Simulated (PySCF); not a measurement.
# One shape, several levels: triplet CH2BrFO2Si

Wanted: a comparison of 6 runs (UHF/STO-3G, U-r2SCAN/def2-SVP, U-wB97X/def2-SVP, UBHLYP/def2-SVP, UM06-L/def2-SVP, UTPSS/def2-SVP) of triplet CH2BrFO2Si. 

Program for the calculation: PySCF 2.14.0.

4 further runs of the same task are left out: 4 set aside as unsound or not needed.

**1. Starting point**

The species is CH2BrFO2Si (8 atoms), meant as a triplet with charge 0. SMILES of the parent species: `O=CO[SiH](F)Br`. The coordinates come from a PBE0-D4/def2-TZVP relaxation. This is one conformer, not always the lowest. That shape belongs to the parent species and isn't relaxed for this state.

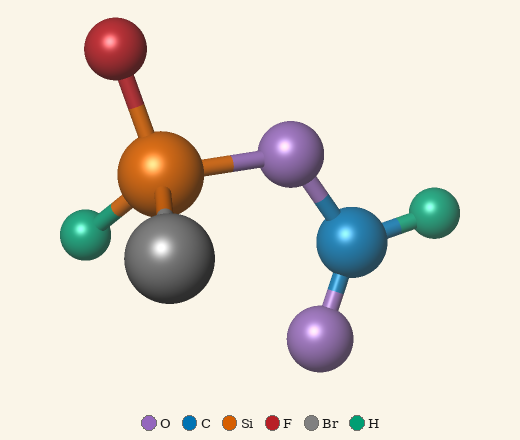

Viewed from a chosen angle; oxygen purple, carbon blue, silicon orange, fluorine red, bromine grey, hydrogen teal.

**2. A single-point energy at UHF/STO-3G (run 1)**

The input, job.py:

```python
from pyscf import gto, scf

mol = gto.Mole()
mol.atom = '''
O     -0.126045    -2.625397     2.517115
C      1.719462    -1.797696     1.519340
O      1.686770    -0.033637    -0.298577
Si    -1.039160     1.141584    -1.354556
F     -0.196154     2.781677    -3.702162
Br    -2.751252     3.634888     1.450554
H      3.665880    -2.371039     1.954733
H     -2.785456    -0.838283    -2.192082
'''
mol.verbose = 4
mol.max_memory = 1860
mol.basis = 'sto-3g'
mol.spin = 2
mol.unit = 'bohr'
mol.build()

hf = scf.UHF(mol)
hf.conv_tol = 1e-10
hf.kernel()
if not hf.converged:
    hf = hf.newton().run(hf.mo_coeff, hf.mo_occ)

etot = hf.e_tot
print(f'total energy: {etot:.8f} hartree')
```

On the command line:

```bash
$ OMP_NUM_THREADS=1 python job.py
```

The program printed:

```text
PySCF version 2.14.0

[... 43 lines left out ...]
WARN: HOMO 0.00276486603387172 >= LUMO -0.455006740662603
[... 74 lines left out ...]
converged SCF energy = -3114.51943656919  <S^2> = 2.0047793  2S+1 = 3.0031845
total energy: -3114.51943657 hartree
```

Wall time 1.2 s (1 thread of Arm Neoverse V1, shared host); peak memory 0.1 GiB.

**3. A single-point energy at U-r2SCAN/def2-SVP (run 2)**

The input, job.py:

```python
from pyscf import gto, dft

mol = gto.M(
    atom=[
    ('O', (-0.066700, -1.389300, 1.332000)),
    ('C', (0.909900, -0.951300, 0.804000)),
    ('O', (0.892600, -0.017800, -0.158000)),
    ('Si', (-0.549900, 0.604100, -0.716800)),
    ('F', (-0.103800, 1.472000, -1.959100)),
    ('Br', (-1.455900, 1.923500, 0.767600)),
    ('H', (1.939900, -1.254700, 1.034400)),
    ('H', (-1.474000, -0.443600, -1.160000)),
],
    max_memory=1860,
    verbose=4,
    charge=0,
    spin=2,
    basis='def2-svp',
)

mf = dft.UKS(mol)
mf.xc = 'r2scan'
mf.grids.level = 5
mf.conv_tol = 1e-10
mf.kernel()
if not mf.converged:
    mf = mf.newton().run(mf.mo_coeff, mf.mo_occ)

e_final = mf.e_tot
print('E(%s) = %.9f' % ('R2SCAN', e_final))
```

On the command line:

```bash
$ OMP_NUM_THREADS=1 python job.py
```

The program printed:

```text
PySCF version 2.14.0

[... 72 lines left out ...]
[... the frontier-level lines of each cycle are left out ...]
[... 17 lines left out ...]
[... 17 lines left out ...]
[... 17 lines left out ...]
[... 17 lines left out ...]
[... 1 line left out ...]
cycle= 15 E= -3152.42107776753  delta_E= -3.26e-10  |g|= 3.15e-05  |ddm|= 7.58e-05


cycle= 16 E= -3152.42107776811  delta_E= -5.81e-10  |g|= 1.01e-05  |ddm|= 4.84e-05


cycle= 17 E= -3152.42107776819  delta_E= -8e-11  |g|= 4.51e-06  |ddm|= 2.17e-05


Extra cycle  E= -3152.42107776822  delta_E= -2.91e-11  |g|= 6.17e-06  |ddm|= 1.79e-05
converged SCF energy = -3152.42107776822  <S^2> = 2.0068784  2S+1 = 3.0045821
E(R2SCAN) = -3152.421077768
```

It took 3.6 min on 1 thread of Arm Neoverse V1, shared host; peak memory 0.7 GiB.

**4. The energy at U-wB97X/def2-SVP (run 3)**

The input, run.py:

```python
from pyscf import gto, dft

molecule = gto.M(
    atom='''
O     -0.126045    -2.625397     2.517115
C      1.719462    -1.797696     1.519340
O      1.686770    -0.033637    -0.298577
Si    -1.039160     1.141584    -1.354556
F     -0.196154     2.781677    -3.702162
Br    -2.751252     3.634888     1.450554
H      3.665880    -2.371039     1.954733
H     -2.785456    -0.838283    -2.192082
''',
    spin=2,
    unit='bohr',
    basis='def2-svp',
    verbose=3,
    max_memory=1860,
)

calc0 = dft.UKS(molecule, xc='wb97x')
calc0.grids.level = 5
calc0.conv_tol = 1e-10
calc0.kernel()
if not calc0.converged:
    calc0 = calc0.newton().run(calc0.mo_coeff, calc0.mo_occ)

e_tot = calc0.e_tot
print('E = %.10f Eh' % e_tot)
```

On the command line:

```bash
$ OMP_NUM_THREADS=1 python run.py
```

The program printed:

```text
WARN: HOMO -0.0294939184782037 >= LUMO -0.384275373521585

WARN: HOMO -0.064347025606851 >= LUMO -0.103346293293078

WARN: HOMO -0.183599510445397 >= LUMO -0.214956369642085

converged SCF energy = -3152.53407062382  <S^2> = 2.0057233  2S+1 = 3.0038131
E = -3152.5340706238 Eh
```

It took 2.6 min on 1 thread of Arm Neoverse V1, shared host; peak memory 0.69 GiB.

Runs 4 to 5 aren't shown in full; the table further down has their settings and results.

**5. A single-point energy at UTPSS/def2-SVP (run 6)**

The input, job.py:

```python
from pyscf import gto, dft

mol = gto.M(
    atom='''
O     -0.126045    -2.625397     2.517115
C      1.719462    -1.797696     1.519340
O      1.686770    -0.033637    -0.298577
Si    -1.039160     1.141584    -1.354556
F     -0.196154     2.781677    -3.702162
Br    -2.751252     3.634888     1.450554
H      3.665880    -2.371039     1.954733
H     -2.785456    -0.838283    -2.192082
''',
    max_memory=1860,
    basis='def2-svp',
    verbose=3,
    spin=2,
    unit='bohr',
    charge=0,
)

ks = dft.UKS(mol, xc='tpss')
ks.conv_tol = 1e-10
ks.grids.level = 5
ks.kernel()
if not ks.converged:
    ks = ks.newton().run(ks.mo_coeff, ks.mo_occ)

e_final = ks.e_tot
print(f'total energy: {e_final:.8f} hartree')
```

On the command line:

```bash
$ OMP_NUM_THREADS=1 python job.py
```

The program printed:

```text
WARN: HOMO -0.10031387713563 >= LUMO -0.319637340113628

WARN: HOMO -0.00505315664042083 >= LUMO -0.0307822864740883

WARN: HOMO -0.051071510737688 >= LUMO -0.227368970038162

WARN: HOMO -0.0461543153541615 >= LUMO -0.148041040616377

WARN: HOMO -0.0522167471533916 >= LUMO -0.234140668469978

WARN: HOMO -0.0606424005604738 >= LUMO -0.241991030867223

WARN: HOMO -0.0734898649915978 >= LUMO -0.247982008844933

WARN: HOMO -0.0822410058321768 >= LUMO -0.252408896544086

WARN: HOMO -0.0803785892707118 >= LUMO -0.253483260771997

WARN: HOMO -0.0820473683339102 >= LUMO -0.254607721253268

WARN: HOMO -0.082069946406147 >= LUMO -0.254890753816079

WARN: HOMO -0.08195905644433 >= LUMO -0.254830473719715

WARN: HOMO -0.0819718166714867 >= LUMO -0.254854257408675

WARN: HOMO -0.0819467571051842 >= LUMO -0.254834255738094

WARN: HOMO -0.0819491034047251 >= LUMO -0.254836857575796

WARN: HOMO -0.0819514306774254 >= LUMO -0.254837756503924

WARN: HOMO -0.0819521618161989 >= LUMO -0.25483754103926

WARN: HOMO -0.0819505941852752 >= LUMO -0.254836322593301

WARN: HOMO -0.0819516392606632 >= LUMO -0.254837774932022

converged SCF energy = -3152.54761223602  <S^2> = 2.003875  2S+1 = 3.0025822
total energy: -3152.54761224 hartree
```

Wall time 3.9 min (1 thread of Arm Neoverse V1, shared host); peak memory 0.7 GiB.

**6. The series**

```
run              level  integration grid   energy (Eh)  dipole moment (D)  HOMO energy (eV)   ⟨S²⟩  wall time
  1         UHF/STO-3G                 –  -3114.519437               1.83             -5.11  2.005      1.2 s
  2  U-r2SCAN/def2-SVP                 5  -3152.421078               1.09             -2.58  2.007    3.6 min
  3   U-wB97X/def2-SVP                 5  -3152.534071               1.23             -6.05  2.006    2.6 min
  4    UBHLYP/def2-SVP                 5  -3152.447557               1.36             -5.10  2.008    2.2 min
  5    UM06-L/def2-SVP                 5  -3152.448572               1.00             -2.30  2.006    3.6 min
  6     UTPSS/def2-SVP                 5  -3152.547612               0.93             -2.23  2.004    3.9 min
```

**7. Outcome**

| quantity | value |
| --- | --- |
| run 6: total energy | -3152.54761 Eh |
| run 6: dipole moment | 0.93 D |
| run 6: HOMO energy (highest over α and β) | -2.23 eV |
| run 6: ⟨S²⟩ | 2.004 |

In words: The dipole moment (its size) runs from 0.93 D (UTPSS/def2-SVP) to 1.83 D (UHF/STO-3G). The two ends differ in method and basis. Totals of different functionals can't be ranked against each other. In run 1 the basis is minimal, so the values are rough. All runs together took 16 min, the longest 3.9 min.
